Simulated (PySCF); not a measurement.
System: C3H8OSSi2 (SMILES O=C[C@H]1[SiH2]CS[SiH2]1).

Input

```
{"job": {"kind": "nmr", "xc": "PBE0", "basis": "pcSseg-1"}, "charge": 0, "multiplicity": 1}
O     -2.399710     0.453481     1.219306
C     -1.957512     0.909728     0.193545
C     -0.669313     0.538476    -0.397664
Si     0.758803     0.750396     0.861232
C      2.096036    -0.385954     0.107240
S      1.386777    -1.865805    -0.720220
Si    -0.685247    -1.330945    -0.823363
H     -2.539528     1.663184    -0.375733
H     -0.476135     1.120091    -1.299903
H      0.366630     0.274744     2.182167
H      1.235540     2.135724     0.857841
H      2.780648    -0.765934     0.860539
H      2.693136     0.126491    -0.644845
H     -1.454875    -2.084441     0.153859
H     -1.139665    -1.531250    -2.195913
```

Launched as:

```sh
OMP_NUM_THREADS=1 python probes_run.py task.json out
```

Geometry: GFN2-xTB.

Method: PySCF 2.14.0, PBE0/pcSseg-1, SCF density, gas phase, non-relativistic.

**What can the converged electron density and electron localisation function tell about the bonding?**

C–O (1.21 Å): the density is about 3.3 e/Å³ at the midpoint; the ELF peaks at about 0.85 between the atoms; a short, multiple covalent bond.
C–C (1.47 Å): the density is about 1.8 e/Å³ at the midpoint; the ELF peaks at about 0.95 between the atoms, as expected for a shared electron pair.
C–H (1.11 Å): ρ is about 2 e/Å³ halfway; the ELF climbs to about 1 towards the hydrogen, as it does in any bond to H: an ordinary covalent bond to hydrogen.

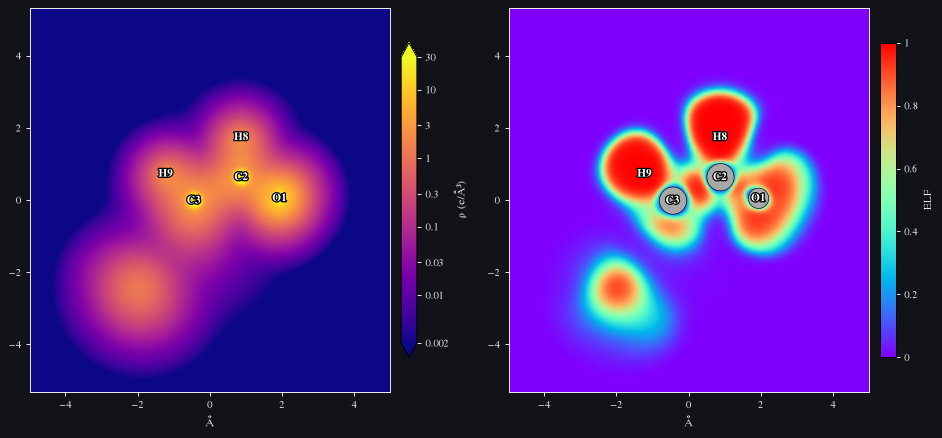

Computed electron density and electron localisation function on the plane of atoms C2, C3 and H9, in this order. Grey discs cover the atomic cores in the ELF map. 
